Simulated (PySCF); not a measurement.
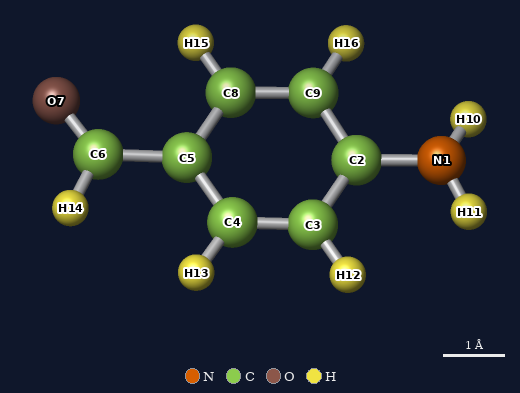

C7H7NO, before the relaxation. Style: ball-and-stick. Shown at a tilt.

The start comes from GFN2-xTB. Its atoms were then displaced at random by about 0.01 Å.

The calculation used PBE0-D3(BJ)/def2-SVP geometry optimisation, gas phase (PySCF).

```xyz
16

N     2.7895   -0.3878    0.0480
C     1.4112   -0.1825   -0.0024
C     0.5457   -1.2275   -0.3858
C    -0.7648   -1.0528   -0.3673
C    -1.3648    0.1567    0.0138
C    -2.8097    0.3535    0.0446
O    -3.3746    1.3598    0.3642
C    -0.4944    1.2147    0.3918
C     0.8512    1.0510    0.4044
H     3.3549    0.4466    0.1307
H     3.1515   -1.1643   -0.4152
H     1.0024   -2.1691   -0.6704
H    -1.4728   -1.8598   -0.6668
H    -3.3922   -0.5502   -0.2544
H    -0.9565    2.1381    0.6921
H     1.5043    1.8713    0.6833
```

Question: Predict the outcome.

Answer: After 9 geometry steps the energy has fallen by 22.5 kJ/mol. The atom that moves furthest after the best rigid fit is C4 (0.041 Å). Largest moves by element: C 0.041 Å, O 0.037 Å, N 0.036 Å, H 0.034 Å. Near-neighbour distances that change, for instance: C3–C4 1.322 → 1.385 Å, N1–H11 0.974 → 1.009 Å, N1–C2 1.394 → 1.364 Å, C8–C9 1.356 → 1.381 Å. Among the angles between lasting bonds that change: C5–C4–H13 115.2° → 119.3°, C2–N1–H10 115.7° → 119.2°, H10–N1–H11 119.3° → 116.3°. Cost: 95 s on 1 thread of AMD EPYC 7R43 64-Core Processor, on a shared host.

Final geometry:

```xyz
16

N     2.7819   -0.3617    0.0244
C     1.4291   -0.1854    0.0086
C     0.5687   -1.2361   -0.3703
C    -0.8042   -1.0553   -0.3548
C    -1.3682    0.1668    0.0322
C    -2.8232    0.3546    0.0342
O    -3.3936    1.3762    0.3376
C    -0.5127    1.2132    0.4118
C     0.8583    1.0459    0.4030
H     3.3830    0.4441    0.1133
H     3.1798   -1.1675   -0.4347
H     0.9952   -2.1954   -0.6749
H    -1.4617   -1.8779   -0.6532
H    -3.4032   -0.5533   -0.2812
H    -0.9634    2.1623    0.7122
H     1.5153    1.8670    0.7026
```
